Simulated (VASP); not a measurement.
# Driving VASP from ASE on Tl (Thallium)

Do ASE scripts that read Tl (Thallium) from different structure formats give one answer, and do several routes find one equilibrium volume? All runs use r2SCAN. Left out of this account: 1 further run (self-consistent run: a reference on another mesh). This is not the structure that Tl takes at ambient conditions. The start is a cell from a database of measured crystal structures.

Calculated with VASP 6.6.1; r2SCAN; plane waves and PAW (Tl_d).

## (1) Starting point

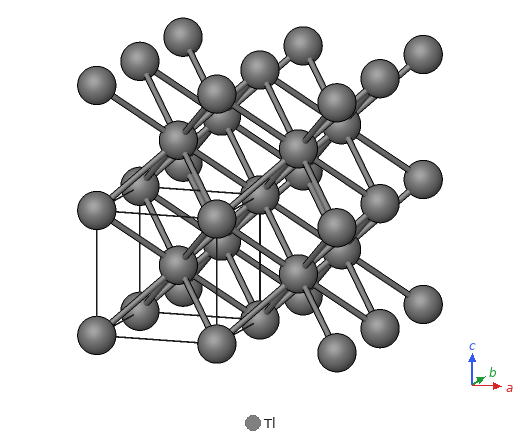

The cell as given, slightly off an axis (thallium grey). 2×2×2 cells are drawn. This picture shows the conventional cell, with its axes. Some periodic images of atoms are drawn too.

As a file:

```cif
data_structure
_symmetry_space_group_name_H-M 'P 1'
_symmetry_Int_Tables_number 1
_cell_length_a 3.3619
_cell_length_b 3.3619
_cell_length_c 3.3619
_cell_angle_alpha 109.471
_cell_angle_beta 109.471
_cell_angle_gamma 109.471
_cell_volume 29.25
loop_
_atom_site_label
_atom_site_type_symbol
_atom_site_fract_x
_atom_site_fract_y
_atom_site_fract_z
_atom_site_occupancy
Tl1 Tl 0.00000 0.00000 0.00000 1
```

## (2) Self-consistent run (r2SCAN, through ASE)

A single point through ASE, with the structure typed into the script.

Contents of run.py:

```python
import numpy as np
from ase.calculators.vasp import Vasp
from ase import Atoms
from ase.dft.bandgap import bandgap

atoms = Atoms(['Tl'],
              cell=[[-1.941, 1.941, 1.941], [1.941, -1.941, 1.941], [1.941, 1.941, -1.941]],
              scaled_positions=[[0.0, 0.0, 0.0]],
              pbc=True)

calc = Vasp(
    xc='r2scan',
    pp='PBE',
    prec='Accurate',
    encut=400,
    ediff=1e-06,
    nelm=100,
    ismear=-1,
    sigma=0.05,
    lreal=False,
    algo='Normal',
    lasph=True,
    nbands=12,
    lorbit=11,
    lwave=False,
    lcharg=False,
    kpar=2,
    isif=2,
    pp_version='64',
    setups={'Tl': '_d'},
    kpts=(14, 14, 14),
    gamma=True,
    txt='vasp.out',
)
atoms.calc = calc

print("energy (eV):", round(atoms.get_potential_energy(), 6))
print("Fermi level (eV):", round(calc.get_fermi_level(), 4))
print("forces (eV/A):")
print(np.round(atoms.get_forces(), 4))
print("stress (GPa, Voigt, tension positive):", np.round(atoms.get_stress() * 160.21766, 3))
gap, p1, p2 = bandgap(calc, direct=False)
print("gap on the mesh (eV):", round(gap, 4))
```

Potentials, in the order of the species: Tl_d (PBE family, release 64).

Command:

```sh
export ASE_VASP_COMMAND="mpirun -np 2 vasp_std"
python run.py
```

The program printed:

```text
energy (eV): -53.172742
Fermi level (eV): 6.3703
forces (eV/A):
[[-0. -0. -0.]]
stress (GPa, Voigt, tension positive): [-0.84 -0.84 -0.84  0.    0.   -0.  ]
gap on the mesh (eV): 0.0
```

Run time: 61 s. Hardware: 2 MPI ranks of AMD EPYC 7R43, shared host; peak memory 0.23 GiB; 2 min of CPU time.

Lines that name or quote the potential files are left out of all logs, and their timing lines are given in words.

The INCAR that ASE wrote:

```
ENCUT = 400.000000
SIGMA = 0.050000
EDIFF = 1.00e-06
ALGO = Normal
METAGGA = R2SCAN
PREC = Accurate
ISIF = 2
ISMEAR = -1
KPAR = 2
LORBIT = 11
NBANDS = 12
NELM = 100
LASPH = .TRUE.
LCHARG = .FALSE.
LWAVE = .FALSE.
LREAL = .FALSE.
```

ASE turned this into the KPOINTS:

```
KPOINTS created by Atomic Simulation Environment
0
Gamma
14 14 14
0 0 0
```

vasp.out:

```text
[banner, memory and clock lines left out]
running    2 mpi-ranks, on    1 nodes
 distrk:  each k-point on    1 cores,    2 groups
 distr:  one band on    1 cores,    1 groups

 POSCAR found type information on POSCAR Tl
 POSCAR found :  1 types and       1 ions
|                                                                             |
|               ----> ADVICE to this user running VASP <----                  |
|                                                                             |
|     You enforced a specific xc type in the INCAR file but a different       |
|     [... a line on the potential file left out ...]
|     I HOPE YOU KNOW WHAT YOU ARE DOING!                                     |
|                                                                             |

 LDA part: xc-table for (None), standard interpolation
 POSCAR, INCAR and KPOINTS ok, starting setup
 FFT: planning ... GRIDC
 FFT: planning ... GRID_SOFT
 FFT: planning ... GRID
 WAVECAR not read
 entering main loop
       N       E                     dE             d eps       ncg     rms          rms(c)
DAV:   1    -0.116782367586E+02   -0.11678E+02   -0.59529E+03  2728   0.774E+02
DAV:   2    -0.564577603094E+02   -0.44780E+02   -0.44017E+02  2876   0.190E+02
DAV:   3    -0.569561200162E+02   -0.49836E+00   -0.49771E+00  2968   0.182E+01
DAV:   4    -0.569586195850E+02   -0.24996E-02   -0.24995E-02  2892   0.152E+00
DAV:   5    -0.569586522799E+02   -0.32695E-04   -0.32695E-04  2848   0.165E-01    0.196E+00
DAV:   6    -0.531800112313E+02    0.37786E+01   -0.12239E+00  2588   0.116E+01    0.253E+00
DAV:   7    -0.531753373659E+02    0.46739E-02   -0.14060E-02  2840   0.112E+00    0.169E+00
DAV:   8    -0.531752590043E+02    0.78362E-04   -0.21371E-02  2644   0.133E+00    0.303E-01
DAV:   9    -0.531744112435E+02    0.84776E-03   -0.20341E-03  2720   0.432E-01    0.436E-02
DAV:  10    -0.531744263283E+02   -0.15085E-04   -0.58936E-04  2776   0.231E-01    0.499E-02
DAV:  11    -0.531744160515E+02    0.10277E-04   -0.11812E-05  2900   0.311E-02    0.352E-02
DAV:  12    -0.531744017828E+02    0.14269E-04   -0.64287E-05  2612   0.762E-02    0.193E-03
DAV:  13    -0.531744022080E+02   -0.42518E-06   -0.72889E-07  1860   0.850E-03
   1 F= -.53174402E+02 E0= -.53172742E+02  d E =-.332051E-02
```

Parts of OUTCAR (step 2):

```text
ion  position               nearest neighbor table
   1  0.000  0.000  0.000-

  LATTYP: Found a body centered cubic cell.
 ALAT       =     3.8820000000

 Subroutine GETGRP returns: Found 48 space group operations
 (whereof 48 operations were pure point group operations)

The static configuration has the point symmetry O_h .

 Found    104 irreducible k-points:

   k-points           NKPTS =    104   k-points in BZ     NKDIM =    104   number of bands    NBANDS=     12

   dimension x,y,z NGX =    24 NGY =   24 NGZ =   24
   dimension x,y,z NGXF=    48 NGYF=   48 NGZF=   48

   ENCUT  =  400.0 eV  29.40 Ry    5.42 a.u.   5.48  5.48  5.48*2*pi/ulx,y,z

   NELECT =      13.0000    total number of electrons

 k-points in reciprocal lattice and weights: KPOINTS created by Atomic Simulation Env
   0.00000000  0.00000000  0.00000000       0.000
   0.07142857  0.00000000  0.00000000       0.004
   0.14285714  0.00000000  0.00000000       0.004
   0.21428571  0.00000000  0.00000000       0.004
   0.28571429  0.00000000  0.00000000       0.004
   0.35714286  0.00000000  0.00000000       0.004
   0.42857143  0.00000000  0.00000000       0.004
   0.50000000  0.00000000  0.00000000       0.002
   0.07142857  0.07142857  0.00000000       0.009
[...]
0.50000000  0.50000000  0.42857143       0.004
   0.50000000  0.50000000  0.50000000       0.000

 average (electrostatic) potential at core
       1 -89.3626

 E-fermi :   6.3703

 k-point     1 :       0.0000    0.0000    0.0000
  band No.  band energies     occupation
    ...
      2      -5.9104      2.00000
      3      -5.9104      2.00000
      4      -5.4855      2.00000
      5      -5.4855      2.00000
      6      -3.9888      2.00000
      7      17.2056      0.00000
      8      17.2056      0.00000
      9      17.2056      0.00000
     10      19.3109      0.00000
     11      19.3109      0.00000
    ...

 k-point     2 :       0.0714    0.0000    0.0000
  band No.  band energies     occupation
    ...
      2      -5.9034      2.00000
      3      -5.8781      2.00000
      4      -5.4952      2.00000
      5      -5.4857      2.00000
      6      -3.8710      2.00000
      7      15.9957      0.00000
      8      16.7727      0.00000
      9      16.9698      0.00000
     10      18.8199      0.00000
     11      19.1860      0.00000
    ...

 k-point     3 :       0.1429    0.0000    0.0000
  band No.  band energies     occupation
    ...
      2      -5.8926      2.00000
      3      -5.7863      2.00000
      4      -5.5196      2.00000
      5      -5.4863      2.00000
      6      -3.5111      2.00000
      7      13.6212      0.00000
      8      15.7924      0.00000
      9      16.3167      0.00000
     10      18.1830      0.00000
     11      18.9035      0.00000
    ...

  Total        0.1534186      0.1534186      0.1534186     -0.0000000      0.0000000     -0.0000000
  in kB        8.4033412      8.4033412      8.4033412     -0.0000000      0.0000000     -0.0000000
  external PRESSURE =       8.4033412 kB  Pullay stress =       0.0000000 kB

  energy-cutoff  :      400.00
  volume of cell :       29.25
      direct lattice vectors                 reciprocal lattice vectors
    -1.941000000  1.941000000  1.941000000     0.000000000  0.257599176  0.257599176
     1.941000000 -1.941000000  1.941000000     0.257599176  0.000000000  0.257599176
     1.941000000  1.941000000 -1.941000000     0.257599176  0.257599176  0.000000000

 POSITION                                       TOTAL-FORCE (eV/Angst)
 -----------------------------------------------------------------------------------
      0.00000      0.00000      0.00000        -0.000000     -0.000000     -0.000000
 -----------------------------------------------------------------------------------
    total drift:                               -0.000000      0.000000      0.000000

  FREE ENERGIE OF THE ION-ELECTRON SYSTEM (eV)
  ---------------------------------------------------
  free  energy   TOTEN  =       -53.1744022080 eV

  energy  without entropy=      -53.1710817024  energy(sigma->0) =      -53.17274196

 total charge
# of ion       s       p       d       tot
------------------------------------------
    1        1.189   0.394   9.624  11.207

[... 3 further parts left out ...]
```

This run has no spin polarisation. Its electron count is odd, so without a moment it is a metal by construction. The PAW data sets were made with PBE, which is usual practice but a small mismatch for other functionals.

This step gave:

* SCF cycles: 13
* electrons: 13
* bands: 12
* irreducible k-points: 104
* symmetry operations: 48
* free energy (TOTEN): -53.1744 eV
* energy at zero smearing: -53.1727 eV
* Fermi energy: 6.370 eV
* pressure: 0.8403 GPa
* metallic: yes

The pressure is 0.84 GPa and the largest force 0.000 eV/Å, so the cell is not at a minimum at these settings.

## (3) A single point (r2SCAN, through ASE)

System of this step: Tl (Thallium). It takes space group Im-3m (No. 229, cubic). Conventional cell: a = 3.882 Å, b = 3.882 Å, c = 3.882 Å, α = 90.00°, β = 90.00°, γ = 90.00°. Tl has 8 Tl at 3.36 Å nearest.

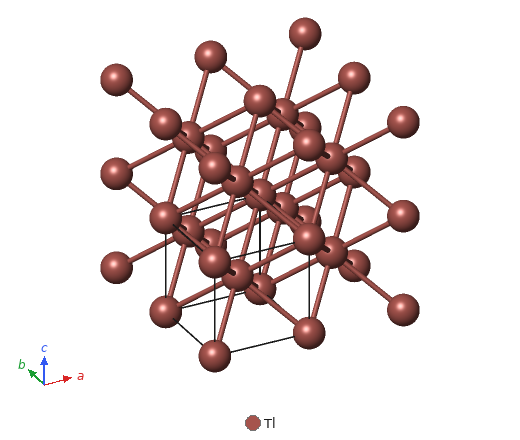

The cell of this step (thallium brown). 2×2×2 cells are drawn. Some periodic images of atoms are drawn too.

The single point through ASE, with the structure read from a CIF with its space group. The file expands to the conventional cell of 2 atoms, on a 6×6×6 mesh.

run.py: that of step 2 with these lines changed.

```diff
@@ -2,9 +2,6 @@
 from ase.calculators.vasp import Vasp
-from ase import Atoms
+from ase.io import read
 from ase.dft.bandgap import bandgap
 
-atoms = Atoms(['Tl'],
-              cell=[[-1.941, 1.941, 1.941], [1.941, -1.941, 1.941], [1.941, 1.941, -1.941]],
-              scaled_positions=[[0.0, 0.0, 0.0]],
-              pbc=True)
+atoms = read('Tl.cif')
 
@@ -22,3 +19,3 @@
     lasph=True,
-    nbands=12,
+    nbands=19,
     lorbit=11,
@@ -30,3 +27,3 @@
     setups={'Tl': '_d'},
-    kpts=(14, 14, 14),
+    kpts=(6, 6, 6),
     gamma=True,
```

Contents of Tl.cif:

```cif
data_Tl
_cell_length_a 3.88200000
_cell_length_b 3.88200000
_cell_length_c 3.88200000
_cell_angle_alpha 90.00000000
_cell_angle_beta 90.00000000
_cell_angle_gamma 90.00000000
_space_group_name_H-M_alt 'Im-3m'
_space_group_name_Hall '-I 4 2 3'
_space_group_IT_number 229
loop_
_space_group_symop_operation_xyz
'x,y,z'
'-x,-y,-z'
'-y,x,z'
'y,-x,-z'
'-x,-y,z'
'x,y,-z'
'y,-x,z'
'-y,x,-z'
'x,-y,-z'
'-x,y,z'
'-y,-x,-z'
'y,x,z'
'-x,y,-z'
'x,-y,z'
'y,x,-z'
'-y,-x,z'
'z,x,y'
'-z,-x,-y'
'z,-y,x'
'-z,y,-x'
'z,-x,-y'
'-z,x,y'
'z,y,-x'
'-z,-y,x'
'-z,x,-y'
'z,-x,y'
'-z,-y,-x'
'z,y,x'
'-z,-x,y'
'z,x,-y'
'-z,y,x'
'z,-y,-x'
'y,z,x'
'-y,-z,-x'
'x,z,-y'
'-x,-z,y'
'-y,z,-x'
'y,-z,x'
'-x,z,y'
'x,-z,-y'
'-y,-z,x'
'y,z,-x'
'-x,-z,-y'
'x,z,y'
'y,-z,-x'
'-y,z,x'
'x,-z,y'
'-x,z,-y'
'x+1/2,y+1/2,z+1/2'
'-x+1/2,-y+1/2,-z+1/2'
'-y+1/2,x+1/2,z+1/2'
'y+1/2,-x+1/2,-z+1/2'
'-x+1/2,-y+1/2,z+1/2'
'x+1/2,y+1/2,-z+1/2'
'y+1/2,-x+1/2,z+1/2'
'-y+1/2,x+1/2,-z+1/2'
'x+1/2,-y+1/2,-z+1/2'
'-x+1/2,y+1/2,z+1/2'
'-y+1/2,-x+1/2,-z+1/2'
'y+1/2,x+1/2,z+1/2'
'-x+1/2,y+1/2,-z+1/2'
'x+1/2,-y+1/2,z+1/2'
'y+1/2,x+1/2,-z+1/2'
'-y+1/2,-x+1/2,z+1/2'
'z+1/2,x+1/2,y+1/2'
'-z+1/2,-x+1/2,-y+1/2'
'z+1/2,-y+1/2,x+1/2'
'-z+1/2,y+1/2,-x+1/2'
'z+1/2,-x+1/2,-y+1/2'
'-z+1/2,x+1/2,y+1/2'
'z+1/2,y+1/2,-x+1/2'
'-z+1/2,-y+1/2,x+1/2'
'-z+1/2,x+1/2,-y+1/2'
'z+1/2,-x+1/2,y+1/2'
'-z+1/2,-y+1/2,-x+1/2'
'z+1/2,y+1/2,x+1/2'
'-z+1/2,-x+1/2,y+1/2'
'z+1/2,x+1/2,-y+1/2'
'-z+1/2,y+1/2,x+1/2'
'z+1/2,-y+1/2,-x+1/2'
'y+1/2,z+1/2,x+1/2'
'-y+1/2,-z+1/2,-x+1/2'
'x+1/2,z+1/2,-y+1/2'
'-x+1/2,-z+1/2,y+1/2'
'-y+1/2,z+1/2,-x+1/2'
'y+1/2,-z+1/2,x+1/2'
'-x+1/2,z+1/2,y+1/2'
'x+1/2,-z+1/2,-y+1/2'
'-y+1/2,-z+1/2,x+1/2'
'y+1/2,z+1/2,-x+1/2'
'-x+1/2,-z+1/2,-y+1/2'
'x+1/2,z+1/2,y+1/2'
'y+1/2,-z+1/2,-x+1/2'
'-y+1/2,z+1/2,x+1/2'
'x+1/2,-z+1/2,y+1/2'
'-x+1/2,z+1/2,-y+1/2'
loop_
_atom_site_label
_atom_site_type_symbol
_atom_site_symmetry_multiplicity
_atom_site_Wyckoff_symbol
_atom_site_fract_x
_atom_site_fract_y
_atom_site_fract_z
_atom_site_occupancy
Tl1 Tl 2 a 0.0000000000 0.0000000000 0.0000000000 1
```

The program printed:

```text
energy (eV): -106.345135
Fermi level (eV): 6.29
forces (eV/A):
[[ 0. -0.  0.]
 [-0.  0. -0.]]
stress (GPa, Voigt, tension positive): [-0.859 -0.859 -0.859 -0.    -0.     0.   ]
gap on the mesh (eV): 0.0
```

Elapsed: 36 s, on 2 MPI ranks; peak memory 0.25 GiB.

ASE turned this into the INCAR:

```
ENCUT = 400.000000
SIGMA = 0.050000
EDIFF = 1.00e-06
ALGO = Normal
METAGGA = R2SCAN
PREC = Accurate
ISIF = 2
ISMEAR = -1
KPAR = 2
LORBIT = 11
NBANDS = 19
NELM = 100
LASPH = .TRUE.
LCHARG = .FALSE.
LWAVE = .FALSE.
LREAL = .FALSE.
```

The KPOINTS that ASE wrote:

```
KPOINTS created by Atomic Simulation Environment
0
Gamma
6 6 6
0 0 0
```

vasp.out:

```text
[banner, memory and clock lines left out]
running    2 mpi-ranks, on    1 nodes
 distrk:  each k-point on    1 cores,    2 groups
 distr:  one band on    1 cores,    1 groups

 POSCAR found type information on POSCAR Tl
 POSCAR found :  1 types and       2 ions
 [... a notice as in an earlier step ...]

 LDA part: xc-table for (None), standard interpolation
 POSCAR, INCAR and KPOINTS ok, starting setup
 FFT: planning ... GRIDC
 FFT: planning ... GRID_SOFT
 FFT: planning ... GRID
 WAVECAR not read
 entering main loop
       N       E                     dE             d eps       ncg     rms          rms(c)
DAV:   1     0.384096465082E+01    0.38410E+01   -0.12516E+04   776   0.106E+03
DAV:   2    -0.111913542812E+03   -0.11575E+03   -0.11386E+03   820   0.253E+02
DAV:   3    -0.113907482976E+03   -0.19939E+01   -0.19852E+01   853   0.304E+01
DAV:   4    -0.113920330009E+03   -0.12847E-01   -0.12846E-01   835   0.275E+00
DAV:   5    -0.113920534036E+03   -0.20403E-03   -0.20403E-03   845   0.338E-01    0.279E+00
DAV:   6    -0.106363265781E+03    0.75573E+01   -0.26740E+00   775   0.147E+01    0.358E+00
DAV:   7    -0.106354461109E+03    0.88047E-02   -0.26850E-02   802   0.128E+00    0.252E+00
DAV:   8    -0.106353579867E+03    0.88124E-03   -0.53535E-02   778   0.178E+00    0.471E-01
DAV:   9    -0.106351749458E+03    0.18304E-02   -0.49186E-03   793   0.558E-01    0.592E-02
DAV:  10    -0.106351765780E+03   -0.16322E-04   -0.11971E-03   808   0.279E-01    0.585E-02
DAV:  11    -0.106351757966E+03    0.78143E-05   -0.24884E-05   802   0.328E-02    0.422E-02
DAV:  12    -0.106351736031E+03    0.21934E-04   -0.10429E-04   784   0.819E-02    0.236E-03
DAV:  13    -0.106351736649E+03   -0.61814E-06   -0.13500E-06   605   0.934E-03
   1 F= -.10635174E+03 E0= -.10634514E+03  d E =-.132024E-01
```

OUTCAR, selected parts (step 3):

```text
  LATTYP: Found a simple cubic cell.
 ALAT       =     3.8820000000

The static configuration has the point symmetry O_h .

 Found     20 irreducible k-points:

   k-points           NKPTS =     20   k-points in BZ     NKDIM =     20   number of bands    NBANDS=     19

   dimension x,y,z NGX =    28 NGY =   28 NGZ =   28
   dimension x,y,z NGXF=    56 NGYF=   56 NGZF=   56

   ENCUT  =  400.0 eV  29.40 Ry    5.42 a.u.   6.33  6.33  6.33*2*pi/ulx,y,z

   NELECT =      26.0000    total number of electrons

 E-fermi :   6.2900

 k-point     1 :       0.0000    0.0000    0.0000
  band No.  band energies     occupation
    ...
      8      -5.2734      2.00000
      9      -5.2734      2.00000
     10      -5.2734      2.00000
     11      -3.9888      2.00000
     12       4.4589      2.00000
     13       7.7847      0.00000
     14       7.7847      0.00000
     15       7.7847      0.00000
     16      13.1938      0.00000
     17      13.1938      0.00000
    ...

 k-point     2 :       0.1667    0.0000    0.0000
  band No.  band energies     occupation
    ...
      8      -5.3414      2.00000
      9      -5.3414      2.00000
     10      -5.3168      2.00000
     11      -3.6666      2.00000
     12       3.2537      2.00000
     13       8.0271      0.00000
     14       8.2123      0.00000
     15       8.2123      0.00000
     16      13.3636      0.00000
     17      14.8441      0.00000
    ...

  Total        0.3136646      0.3136646      0.3136646      0.0000000      0.0000000      0.0000000
  in kB        8.5903243      8.5903243      8.5903243      0.0000000      0.0000000      0.0000000
  external PRESSURE =       8.5903243 kB  Pullay stress =       0.0000000 kB

  energy-cutoff  :      400.00
  volume of cell :       58.50
      direct lattice vectors                 reciprocal lattice vectors
     3.882000000  0.000000000  0.000000000     0.257599176  0.000000000  0.000000000
     0.000000000  3.882000000  0.000000000     0.000000000  0.257599176  0.000000000
     0.000000000  0.000000000  3.882000000     0.000000000  0.000000000  0.257599176

 POSITION                                       TOTAL-FORCE (eV/Angst)
 -----------------------------------------------------------------------------------
      0.00000      0.00000      0.00000         0.000000     -0.000000      0.000000
      1.94100      1.94100      1.94100        -0.000000      0.000000     -0.000000
 -----------------------------------------------------------------------------------
    total drift:                                0.000000      0.000000      0.000000

  FREE ENERGIE OF THE ION-ELECTRON SYSTEM (eV)
  ---------------------------------------------------
  free  energy   TOTEN  =      -106.3517366495 eV

  energy  without entropy=     -106.3385342834  energy(sigma->0) =     -106.34513547

 total charge
# of ion       s       p       d       tot
------------------------------------------
    1        1.189   0.394   9.625  11.207
    2        1.189   0.394   9.625  11.207
--------------------------------------------------
tot          2.377   0.787  19.249  22.413

[... 1 part as in an earlier step ...]

[... 7 further parts left out ...]
```

The k-mesh is coarse for a metal.

Numbers from this step:

```
electrons               : 26
bands                   : 19
irreducible k-points    : 20
free energy (TOTEN)     : -106.3517 eV
energy at zero smearing : -106.3451 eV
Fermi energy            : 6.29 eV
pressure                : 0.8590 GPa
```

The energy lies +0.17 meV an atom from the first script, since this cell and mesh sample the zone at other points.

(Continued in part 2 of 3.)

[Lines on the potential files, build, host, timing and source positions are cut from VASP's logs without a mark.]

[Logs are printed without paths, hosts, clocks, repeated set-up lines and the standing remarks that a program may print on its own settings, such as how far it seeks lower states.]

[Hosts, paths, dates, database ids (printed as entryN), source tags and the programs' standing remarks are cut or masked in the printed files.]

[A measured line is paired with the nearest computed mode of its activity, which favours agreement.]
